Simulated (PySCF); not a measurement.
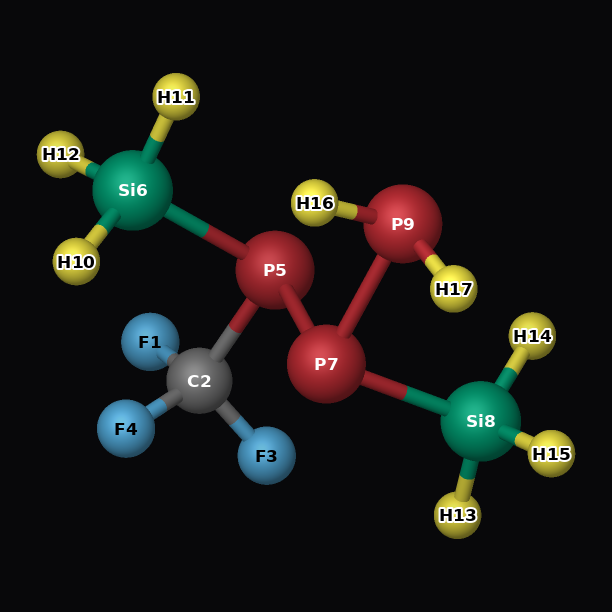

Computed geometry: PBE0-D3(BJ)/def2-SVP optimisation. No frequency run is at hand to confirm it as a minimum. Method: GIAO PBE0/pcSseg-1 NMR shielding, non-relativistic, gas phase (PySCF 2.14.0), and the same with a continuum solvent (IEF-PCM, Bondi radii x 1.2, gas-phase geometry).

How do dipole (D), HOMO–LUMO gap (eV), σ(F4) (ppm), σ(P9) (ppm), σ(H17) (ppm) change in dichloromethane (ε = 8.9), acetone (ε = 20.5)?

```json
{"medium": "gas phase", "dipole (D)": "1.98", "HOMO–LUMO gap (eV)": "5.68", "σ(F4) (ppm)": "228.4", "σ(P9) (ppm)": "512.3", "σ(H17) (ppm)": "28.34"}
{"medium": "dichloromethane", "dipole (D)": "2.75", "HOMO–LUMO gap (eV)": "5.73", "σ(F4) (ppm)": "232.2", "σ(P9) (ppm)": "515.9", "σ(H17) (ppm)": "27.95"}
{"medium": "acetone", "dipole (D)": "2.86", "HOMO–LUMO gap (eV)": "5.74", "σ(F4) (ppm)": "232.7", "σ(P9) (ppm)": "516.3", "σ(H17) (ppm)": "27.90"}
```
